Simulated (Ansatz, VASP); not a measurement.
# Cross-check of Si2Mo between VASP and Ansatz

Aim: how closely do two programs agree when they are given the same cell, functional and k mesh?

Calculated with Ansatz 0.2.0; plane waves, with VASP 6.6.1 beside it; relaxation of cell and atoms at r2SCAN with rVV10.

The database entry behind the starting cell is an old determination (1927), so it need not match the best structure at ambient conditions.

### 1. Starting point

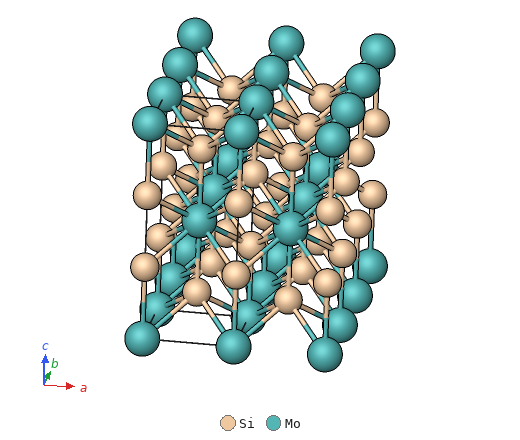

The cell as given, slightly off an axis (silicon light orange, molybdenum teal). 2×3×1 cells are drawn. This picture shows the conventional cell, with its axes. Some periodic images of atoms are drawn too.

Coordinates:

```
Si Mo
1.0
    -1.60000    1.60000    3.93050
     1.60000   -1.60000    3.93050
     1.60000    1.60000   -3.93050
Si Mo
2 1
Cartesian
  0.0000 0.0000 2.6177
  0.0000 0.0000 5.2433
  0.0000 0.0000 0.0000
```

### 2. VASP: relaxation of cell and atoms, r2SCAN with rVV10

The relaxed volume is the usual yardstick between codes: its relative difference is about their pressure difference at one cell divided by the bulk modulus.

Lines of VASP's logs that name or quote its potential files are left out, and so is its time.

The input, INCAR:

```
SYSTEM = Si2Mo
PREC = Accurate
ENCUT = 520
EDIFF = 1E-06
NELM = 100
ISMEAR = -1
SIGMA = 0.05
LREAL = .FALSE.
ALGO = Normal
METAGGA = R2SCAN
LUSE_VDW = .TRUE.
IVDW_NL = 2
BPARAM = 11.95
CPARAM = 0.0093
LASPH = .TRUE.
NBANDS = 17
LORBIT = 11
LWAVE = .FALSE.
LCHARG = .FALSE.
KPAR = 4
IBRION = 2
NSW = 60
ISIF = 3
EDIFFG = -0.01
```

The input, POSCAR:

```
Si2Mo
1.0
   -1.6000000000      1.6000000000      3.9305000000
    1.6000000000     -1.6000000000      3.9305000000
    1.6000000000      1.6000000000     -3.9305000000
Si Mo
2 1
Direct
    0.3330000000      0.3330000000      0.0000000000
    0.6670000000      0.6670000000      0.0000000000
    0.0000000000      0.0000000000      0.0000000000
```

The input, KPOINTS:

```
Automatic mesh
0
Gamma
10 10 10
0 0 0
```

The projector-augmented-wave data sets are Si and Mo_sv (PBE family, release 64).

Run with:

```bash
$ mpirun -np 4 vasp_std
```

Numbers of over 12 decimals in the logs are rounded to 6 here.

Output:

```text
[banner, memory and clock lines left out]
running    4 mpi-ranks, on    1 nodes
 distrk:  each k-point on    1 cores,    4 groups
 distr:  one band on    1 cores,    1 groups

 POSCAR found type information on POSCAR SiMo
 POSCAR found :  2 types and       3 ions
|                                                                             |
|               ----> ADVICE to this user running VASP <----                  |
|                                                                             |
|     You have switched on vdW-DFT.                                           |
|     This routine was written and supplied by Jiri Klimes. We recommend      |
|     that you carefully read and cite the following publications:            |
|       J. Klimes, D.R. Bowler, A. Michelides                                 |
|          J. Phys.: Cond Matt. 22 022201 (2010)                              |
|       J. Klimes, D.R. Bowler, A. Michelides                                 |
|          Phys. Rev. B. 83, 195131 (2011)                                    |
|     and references therein.                                                 |
|                                                                             |

|                                                                             |
|               ----> ADVICE to this user running VASP <----                  |
|                                                                             |
|     You enforced a specific xc type in the INCAR file but a different       |
|     [... a line on the potential file left out ...]
|     I HOPE YOU KNOW WHAT YOU ARE DOING!                                     |
|                                                                             |

 LDA part: xc-table for (None), standard interpolation
 POSCAR, INCAR and KPOINTS ok, starting setup
 FFT: planning ... GRIDC
 FFT: planning ... GRID_SOFT
 FFT: planning ... GRID
 WAVECAR not read
 entering main loop
       N       E                     dE             d eps       ncg     rms          rms(c)
Total rVV10 correction in eV:      0.3130647    24.7394631
Total rVV10 correction in eV:      0.3130647    24.7394631
Total rVV10 correction in eV:      0.3130647    24.7394631
Total rVV10 correction in eV:      0.3130647    24.7394631
DAV:   1     0.102473921998E+03    0.10247E+03   -0.11708E+04  3468   0.127E+03
DAV:   2    -0.488260980671E+02   -0.15130E+03   -0.14852E+03  4255   0.323E+02
DAV:   3    -0.518928672534E+02   -0.30668E+01   -0.30362E+01  4284   0.419E+01
DAV:   4    -0.519082794999E+02   -0.15412E-01   -0.15404E-01  4221   0.335E+00
DAV:   5    -0.519083785891E+02   -0.99089E-04   -0.99076E-04  4261   0.276E-01    0.246E+01
Total rVV10 correction in eV:      0.2964308    24.7394631
Total rVV10 correction in eV:      0.2964308    24.7394631
Total rVV10 correction in eV:      0.2964308    24.7394631
Total rVV10 correction in eV:      0.2964308    24.7394631
DAV:   6    -0.447336245770E+02    0.71748E+01   -0.58685E+00  3656   0.220E+01    0.491E+00
Total rVV10 correction in eV:      0.2947759    24.7394631
Total rVV10 correction in eV:      0.2947759    24.7394631
Total rVV10 correction in eV:      0.2947759    24.7394631
Total rVV10 correction in eV:      0.2947759    24.7394631
DAV:   7    -0.447107797528E+02    0.22845E-01   -0.32767E-01  3706   0.390E+00    0.376E+00
Total rVV10 correction in eV:      0.2907082    24.7394631
Total rVV10 correction in eV:      0.2907082    24.7394631
Total rVV10 correction in eV:      0.2907082    24.7394631
Total rVV10 correction in eV:      0.2907082    24.7394631
DAV:   8    -0.447160808262E+02   -0.53011E-02   -0.48484E-02  4008   0.193E+00    0.772E-01
Total rVV10 correction in eV:      0.2899284    24.7394631
Total rVV10 correction in eV:      0.2899284    24.7394631
Total rVV10 correction in eV:      0.2899284    24.7394631
Total rVV10 correction in eV:      0.2899284    24.7394631
DAV:   9    -0.447177110717E+02   -0.16302E-02   -0.53876E-03  4056   0.598E-01    0.296E-01
Total rVV10 correction in eV:      0.2901670    24.7394631
Total rVV10 correction in eV:      0.2901670    24.7394631
Total rVV10 correction in eV:      0.2901670    24.7394631
Total rVV10 correction in eV:      0.2901670    24.7394631
DAV:  10    -0.447179198046E+02   -0.20873E-03   -0.49457E-04  3917   0.175E-01    0.578E-02
Total rVV10 correction in eV:      0.2901406    24.7394631
Total rVV10 correction in eV:      0.2901406    24.7394631
Total rVV10 correction in eV:      0.2901406    24.7394631
Total rVV10 correction in eV:      0.2901406    24.7394631
DAV:  11    -0.447180316168E+02   -0.11181E-03   -0.19647E-04  3845   0.120E-01    0.604E-02
Total rVV10 correction in eV:      0.2901945    24.7394631
[...]
Total rVV10 correction in eV:      0.2895375    24.7394632
DAV:   3    -0.447278139275E+02    0.15901E-02   -0.57497E-03  3738   0.448E-01    0.136E-01
Total rVV10 correction in eV:      0.2896229    24.7394632
Total rVV10 correction in eV:      0.2896229    24.7394632
Total rVV10 correction in eV:      0.2896229    24.7394632
Total rVV10 correction in eV:      0.2896229    24.7394632
DAV:   4    -0.447277621789E+02    0.51749E-04   -0.55029E-04  3997   0.203E-01    0.727E-02
Total rVV10 correction in eV:      0.2896503    24.7394632
Total rVV10 correction in eV:      0.2896503    24.7394632
Total rVV10 correction in eV:      0.2896503    24.7394632
Total rVV10 correction in eV:      0.2896503    24.7394632
DAV:   5    -0.447277700215E+02   -0.78425E-05   -0.52943E-05  4104   0.684E-02    0.428E-02
Total rVV10 correction in eV:      0.2896350    24.7394632
Total rVV10 correction in eV:      0.2896350    24.7394632
Total rVV10 correction in eV:      0.2896350    24.7394632
Total rVV10 correction in eV:      0.2896350    24.7394632
DAV:   6    -0.447277672250E+02    0.27965E-05   -0.12668E-05  3852   0.227E-02    0.546E-03
Total rVV10 correction in eV:      0.2896368    24.7394632
Total rVV10 correction in eV:      0.2896368    24.7394632
Total rVV10 correction in eV:      0.2896368    24.7394632
Total rVV10 correction in eV:      0.2896368    24.7394632
DAV:   7    -0.447277666778E+02    0.54721E-06   -0.56366E-07  1819   0.571E-03
Total rVV10 correction in eV:      0.2896388    24.7394632
Total rVV10 correction in eV:      0.2896388    24.7394632
Total rVV10 correction in eV:      0.2896388    24.7394632
Total rVV10 correction in eV:      0.2896388    24.7394632
Total rVV10 correction in eV:      0.2896374    24.7394632
Total rVV10 correction in eV:      0.2896374    24.7394632
Total rVV10 correction in eV:      0.2896374    24.7394632
Total rVV10 correction in eV:      0.2896374    24.7394632
   4 F= -.44727767E+02 E0= -.44727054E+02  d E =-.200349E-02
[...]
5 F= -.44727950E+02 E0= -.44727208E+02  d E =-.218667E-02
[...]
6 F= -.44728013E+02 E0= -.44727265E+02  d E =-.630553E-04
 trial-energy change:   -0.000063  1 .order   -0.000065   -0.000197    0.000068
 step:   0.6426(harm=  0.6426)  dis= 0.00058  next Energy=   -44.728023 (dE=-0.734E-04)
 bond charge predicted
       N       E                     dE             d eps       ncg     rms          rms(c)
Total rVV10 correction in eV:      0.2891628    24.7394632
Total rVV10 correction in eV:      0.2891628    24.7394632
Total rVV10 correction in eV:      0.2891628    24.7394632
Total rVV10 correction in eV:      0.2891628    24.7394632
DAV:   1    -0.447280489318E+02   -0.36278E-04   -0.12153E-03  3700   0.306E-01    0.327E-02
Total rVV10 correction in eV:      0.2891795    24.7394632
Total rVV10 correction in eV:      0.2891795    24.7394632
Total rVV10 correction in eV:      0.2891795    24.7394632
Total rVV10 correction in eV:      0.2891795    24.7394632
DAV:   2    -0.447280268528E+02    0.22079E-04   -0.37306E-05  3929   0.485E-02    0.143E-02
Total rVV10 correction in eV:      0.2891887    24.7394632
Total rVV10 correction in eV:      0.2891887    24.7394632
Total rVV10 correction in eV:      0.2891887    24.7394632
Total rVV10 correction in eV:      0.2891887    24.7394632
DAV:   3    -0.447280224369E+02    0.44159E-05   -0.14865E-05  4234   0.297E-02    0.398E-03
Total rVV10 correction in eV:      0.2891901    24.7394632
Total rVV10 correction in eV:      0.2891901    24.7394632
Total rVV10 correction in eV:      0.2891901    24.7394632
Total rVV10 correction in eV:      0.2891901    24.7394632
DAV:   4    -0.447280224771E+02   -0.40178E-07   -0.57699E-07  1863   0.619E-03
Total rVV10 correction in eV:      0.2891895    24.7394632
Total rVV10 correction in eV:      0.2891895    24.7394632
Total rVV10 correction in eV:      0.2891895    24.7394632
Total rVV10 correction in eV:      0.2891895    24.7394632
Total rVV10 correction in eV:      0.2891900    24.7394632
Total rVV10 correction in eV:      0.2891900    24.7394632
Total rVV10 correction in eV:      0.2891900    24.7394632
Total rVV10 correction in eV:      0.2891900    24.7394632
   7 F= -.44728022E+02 E0= -.44727276E+02  d E =-.726145E-04
 curvature:  -0.33 expect dE=-0.416E-06 dE for cont linesearch -0.371E-07
 trial: gam= 0.02776 g(F)=  0.935E-07 g(S)=  0.117E-05 ort =-0.513E-05 (trialstep = 0.820E+00)
 search vector abs. value=  0.116E-05
 reached required accuracy - stopping structural energy minimisation
```

From OUTCAR (step 2):

```text
ion  position               nearest neighbor table
   1  0.333  0.333  0.000-   2 2.61   2 2.61   2 2.61   2 2.61   3 2.62   3 2.62   3 2.62   3 2.62
                             3 2.62   2 2.63
   2  0.667  0.667  0.000-   1 2.61   1 2.61   1 2.61   1 2.61   3 2.62   3 2.62   3 2.62   3 2.62
                             3 2.62   1 2.63
   3  0.000  0.000  0.000-   2 2.62   1 2.62   2 2.62   1 2.62   2 2.62   1 2.62   1 2.62   2 2.62
                             1 2.62   2 2.62

  LATTYP: Found a body centered tetragonal cell.
 ALAT       =     3.2000000000
 C/A-ratio  =     2.4565625000

 Subroutine GETGRP returns: Found 16 space group operations
 (whereof 16 operations were pure point group operations)

The static configuration has the point symmetry D_4h.

 Found    102 irreducible k-points:

   k-points           NKPTS =    102   k-points in BZ     NKDIM =    102   number of bands    NBANDS=     17

   dimension x,y,z NGX =    36 NGY =   36 NGZ =   36
   dimension x,y,z NGXF=    72 NGYF=   72 NGZF=   72

   ENCUT  =  520.0 eV  38.22 Ry    6.18 a.u.   8.43  8.43  8.43*2*pi/ulx,y,z

   NELECT =      22.0000    total number of electrons

 k-points in reciprocal lattice and weights: Automatic mesh
   0.00000000  0.00000000  0.00000000       0.001
   0.10000000  0.00000000 -0.00000000       0.008
   0.20000000  0.00000000 -0.00000000       0.008
   0.30000000  0.00000000 -0.00000000       0.008
   0.40000000  0.00000000  0.00000000       0.008
   0.50000000  0.00000000 -0.00000000       0.004
   0.10000000  0.10000000 -0.00000000       0.008
   0.20000000  0.10000000  0.00000000       0.016
   0.30000000  0.10000000 -0.00000000       0.016
[...]
-0.40000000 -0.40000000  0.40000000       0.002
   0.50000000  0.50000000  0.50000000       0.001

 average (electrostatic) potential at core
       1 -80.3616       2 -80.3616       3 -74.1715

 E-fermi :  12.2712

 k-point     1 :       0.0000    0.0000    0.0000
  band No.  band energies     occupation
    ...
      6       5.5252      2.00000
      7       8.8602      2.00000
      8       9.1931      2.00000
      9       9.5074      2.00000
     10       9.5074      2.00000
     11      12.6755      0.00062
     12      15.7129      0.00000
     13      15.8057      0.00000
     14      15.9880      0.00000
     15      15.9880      0.00000
    ...

 k-point     2 :       0.1000    0.0000   -0.0000
  band No.  band energies     occupation
    ...
      7       8.1743      2.00000
      8       9.1925      2.00000
      9       9.6353      2.00000
     10       9.8651      2.00000
     11      12.1294      1.88906
     12      15.0691      0.00000
     13      15.3068      0.00000
     14      16.1613      0.00000
     15      16.5376      0.00000
     16      17.2100      0.00000
    ...

 k-point     3 :       0.2000    0.0000   -0.0000
  band No.  band energies     occupation
    ...
      7       7.2594      2.00000
      8       9.0151      2.00000
      9       9.9766      2.00000
     10      10.0891      2.00000
     11      11.2275      2.00000
     12      14.1889      0.00000
     13      14.7824      0.00000
     14      16.8507      0.00000
     15      16.8989      0.00000
     16      17.7869      0.00000
    ...

  Total       -0.0020721     -0.0020721     -0.0080250      0.0000000     -0.0000000      0.0000000
  in kB       -0.0829858     -0.0829858     -0.3213931      0.0000000     -0.0000000      0.0000000
  external PRESSURE =      -0.1624549 kB  Pullay stress =       0.0000000 kB

  energy-cutoff  :      520.00
  volume of cell :       40.01
      direct lattice vectors                 reciprocal lattice vectors
    -1.599956777  1.599956777  3.906997957     0.000000000  0.312508442  0.127975496
     1.599956777 -1.599956777  3.906997957     0.312508442  0.000000000  0.127975496
     1.599956777  1.599956777 -3.906997957     0.312508442  0.312508442  0.000000000

 POSITION                                       TOTAL-FORCE (eV/Angst)
 -----------------------------------------------------------------------------------
      0.00000      0.00000      2.62039        -0.000000     -0.000000      0.000985
      0.00000      0.00000      5.19360         0.000000      0.000000     -0.000985
      0.00000      0.00000      0.00000         0.000000      0.000000     -0.000000
 -----------------------------------------------------------------------------------
    total drift:                               -0.000000      0.000000     -0.000000

  FREE ENERGIE OF THE ION-ELECTRON SYSTEM (eV)
  ---------------------------------------------------
  free  energy   TOTEN  =       -44.7280224771 eV

  energy  without entropy=      -44.7265297910  energy(sigma->0) =      -44.72727613

 reached required accuracy - stopping structural energy minimisation

 total charge
# of ion       s       p       d       tot
------------------------------------------
    1        0.730   0.893   0.000   1.624
    2        0.730   0.893   0.000   1.624
    3        2.283   6.216   4.167  12.667
--------------------------------------------------
tot          3.744   8.003   4.167  15.914

[... 3 further parts left out ...]
```

CONTCAR:

```
Si2Mo
   1.00000000000000
    -1.5999567770813079    1.5999567770813079    3.9069979566177517
     1.5999567770813079   -1.5999567770813079    3.9069979566177517
     1.5999567770813079    1.5999567770813079   -3.9069979566177517
  Si              Mo
     2     1
Direct
     0.3353458977402708    0.3353458977402708    0.0000000000000000
     0.6646541022597292    0.6646541022597292    0.0000000000000000
     0.0000000000000000    0.0000000000000000    0.0000000000000000
```

[end of part 1 of 2]

[Lines on the potential files, build, host, timing and source positions are cut from VASP's logs without a mark.]

[Logs are printed without paths, hosts, clocks, repeated set-up lines and the standing remarks that a program may print on its own settings, such as how far it seeks lower states.]

[Hosts, paths, dates, database ids (printed as entryN), source tags and the programs' standing remarks are cut or masked in the printed files.]
